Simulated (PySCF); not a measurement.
**NMR shielding calculation, with input and output: C$_{4}$H$_{9}$BS$_{2}$**

The run: NMR shielding calculation of C$_{4}$H$_{9}$BS$_{2}$. Method and program: GIAO PBE0/pcSseg-1 NMR shielding, non-relativistic, gas phase (PySCF 2.14.0).

The geometry comes from this level: GFN2-xTB. It belongs to a series of runs on one base structure; here: constitutional isomer. Figures and captions count atoms from 1; the log counts them from 0 in places.

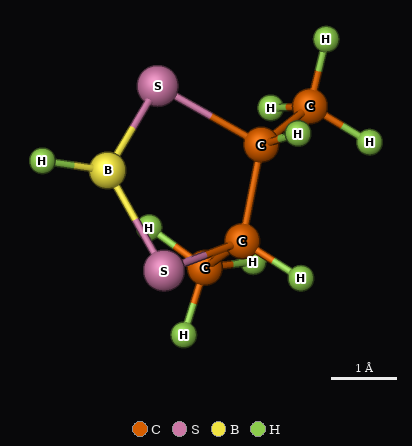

The structure (ball-and-stick view, seen at a tilt).

## Results in brief

| quantity | value |
| --- | --- |
| outcome | converged |
| total energy | −978.577552 hartree |
| HOMO | −6.93 eV |
| LUMO | −0.68 eV |
| dipole moment | 2.61 D |
| isotropic shielding, C | 125.0 to 169.7 ppm |
| isotropic shielding, S | 323.4 to 387.6 ppm |
| isotropic shielding, B | 41.2 ppm |
| isotropic shielding, H | 25.1 to 30.7 ppm |
| hardware | 1 CPU thread, shared host |
| wall time | 63 s |
| peak memory | 0.87 GiB |

## Input file
```
{"job": {"kind": "nmr", "xc": "PBE0", "basis": "pcSseg-1"}, "charge": 0, "multiplicity": 1}
C     -1.626869    -0.348122     0.067231
C     -0.389319    -0.299162    -0.814860
S      0.186580    -2.033455    -1.121226
B      1.275993    -2.107088     0.278641
S      1.590735    -0.561701     1.085329
C      0.775785     0.480603    -0.218453
C      0.395454     1.836732     0.349617
H     -1.364336    -0.682216     1.069769
H     -2.348463    -1.045754    -0.351443
H     -2.091938     0.632867     0.129753
H     -0.641804     0.106989    -1.797620
H      1.758652    -3.102585     0.633777
H      1.545558     0.609314    -0.987156
H     -0.110497     2.430585    -0.409452
H     -0.255670     1.728389     1.212395
H      1.292540     2.363548     0.664738
```

The first line tells a small driver script what to run in PySCF; the rest is the geometry in Å.

Launched with:
```bash
OMP_NUM_THREADS=1 python <driver script> task.json out
```

## What the program printed
```
coarse grid: 14264 points
cycle   1  E = -978.5011588385  dE =  8.009e-01  |g| = 3.258e-01  |ddm| = 3.659e+00
cycle   2  E = -978.5056447042  dE = -4.486e-03  |g| = 3.229e-01  |ddm| = 6.551e-01
cycle   3  E = -978.5317300011  dE = -2.609e-02  |g| = 3.677e-02  |ddm| = 2.973e-01
cycle   4  E = -978.5319635100  dE = -2.335e-04  |g| = 2.156e-02  |ddm| = 6.341e-02
cycle   5  E = -978.5320775579  dE = -1.140e-04  |g| = 5.854e-03  |ddm| = 2.909e-02
cycle   6  E = -978.5320869189  dE = -9.361e-06  |g| = 1.878e-03  |ddm| = 1.053e-02
final grid: 127880 points
cycle   7  E = -978.5775144168  dE = -3.569e-05  |g| = 1.220e-02  |ddm| = 3.852e-02
cycle   8  E = -978.5774771270  dE =  3.729e-05  |g| = 1.707e-02  |ddm| = 2.909e-02
cycle   9  E = -978.5775511357  dE = -7.401e-05  |g| = 1.613e-03  |ddm| = 1.873e-02
cycle  10  E = -978.5775517859  dE = -6.503e-07  |g| = 2.684e-04  |ddm| = 1.996e-03
cycle  11  E = -978.5775518046  dE = -1.864e-08  |g| = 8.409e-05  |ddm| = 3.673e-04
cycle  12  E = -978.5775518064  dE = -1.842e-09  |g| = 3.089e-05  |ddm| = 1.252e-04
cycle  13  E = -978.5775518067  dE = -2.804e-10  |g| = 4.336e-06  |ddm| = 4.087e-05
```

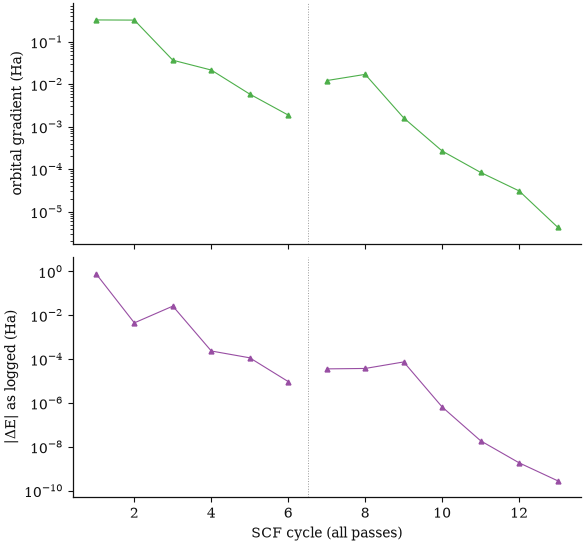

Convergence of the self-consistent field: orbital gradient and size of the energy change against the SCF cycle. The dotted line marks the change from a coarse to the final integration grid. The first 6 cycles use a coarse grid, the final grid takes over at cycle 7, and the field converges after 13 cycles in all.

```
converged SCF energy = -978.5775518067

GIAO shielding tensors (ppm)
atom      isotropic    diamagn.    paramagn.     s11        s22        s33       span
  0 C      169.712     248.657     -78.945    149.206    171.947    187.985     38.779
  1 C      129.396     250.116    -120.720     93.770    139.059    155.360     61.591
  2 S      323.379    1058.202    -734.822    251.855    285.820    432.463    180.607
  3 B       41.195     197.829    -156.633     -7.475     17.233    113.829    121.304
  4 S      387.631    1058.195    -670.564    247.850    359.323    555.720    307.870
  5 C      125.019     251.607    -126.587     80.547    144.224    150.287     69.740
  6 C      168.089     246.971     -78.882    157.430    161.914    184.923     27.493
  7 H       30.239      30.640      -0.401     25.851     30.854     34.013      8.162
  8 H       30.678      30.046       0.632     25.363     29.074     37.595     12.232
  9 H       30.676      30.825      -0.148     24.898     28.872     38.259     13.361
 10 H       28.264      32.508      -4.244     24.625     26.266     33.901      9.276
 11 H       25.135      28.628      -3.494     24.463     25.279     25.662      1.199
 12 H       27.812      32.654      -4.842     24.813     25.562     33.062      8.250
 13 H       30.373      30.077       0.296     25.154     27.823     38.143     12.989
 14 H       30.209      30.426      -0.216     26.387     29.222     35.019      8.632
 15 H       29.920      29.134       0.786     24.605     27.727     37.429     12.824
```

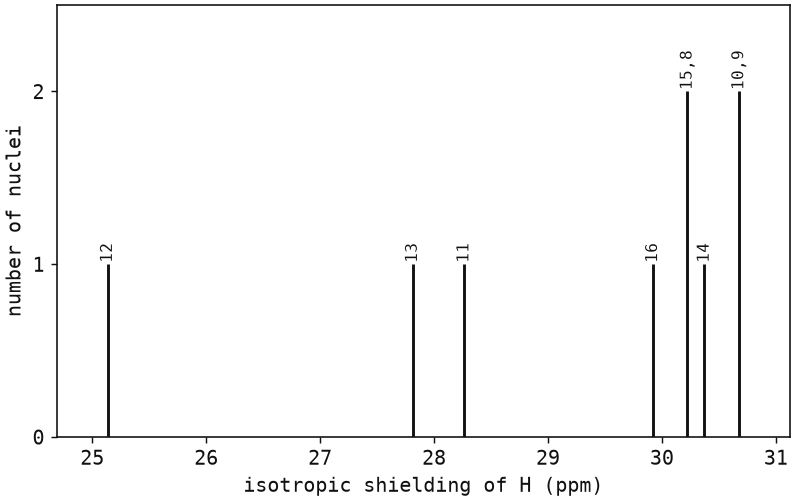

Isotropic shieldings of the hydrogen nuclei in this fixed geometry, labelled by atom number; shielding grows to the right, so chemical shift grows to the left. The least shielded is H12 (25.1 ppm), the most shielded H9 (30.7 ppm).

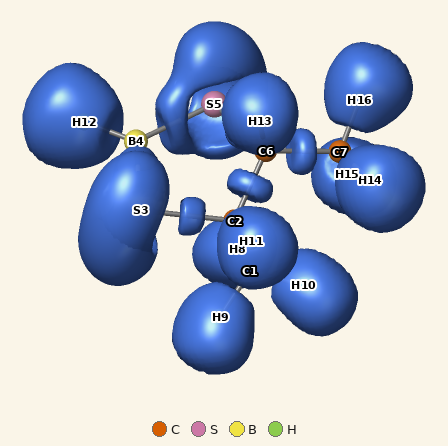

Isosurface of the electron localisation function at 0.8 (blue), seen face on. Core shells and regions of very low density are left out. Values along the shortest contacts: B–S (1.77 Å): the ELF peaks at about 0.95 between the atoms, as expected for localised, shared-pair bonding.

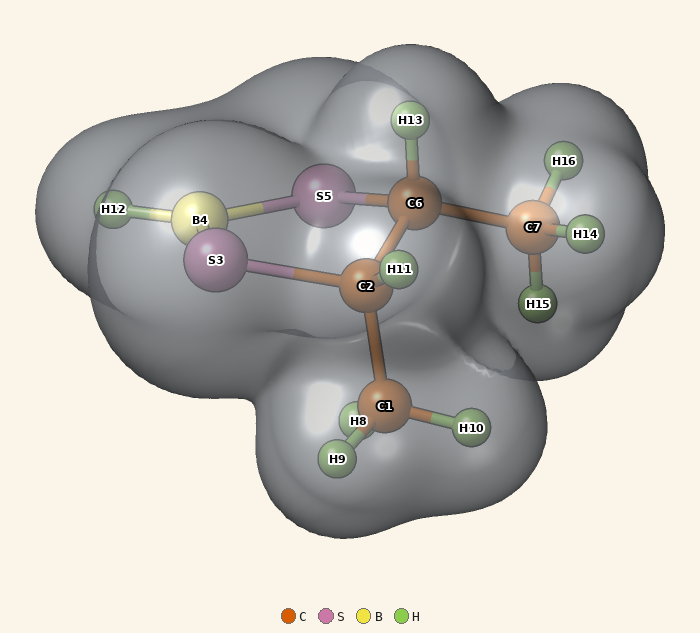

Isosurface of the electron density at 0.05 e/Å³ (grey), seen at a tilt. At this value the surface is in one piece. On the grid the lowest density along these lines, outside the cores, is 1.7 e/Å³ (C–C, 1.52 Å), 1.1 e/Å³ (B–S, 1.77 Å), 1.2 e/Å³ (C–S, 1.85 Å) and 1.9 e/Å³ (C–H, 1.09 Å).
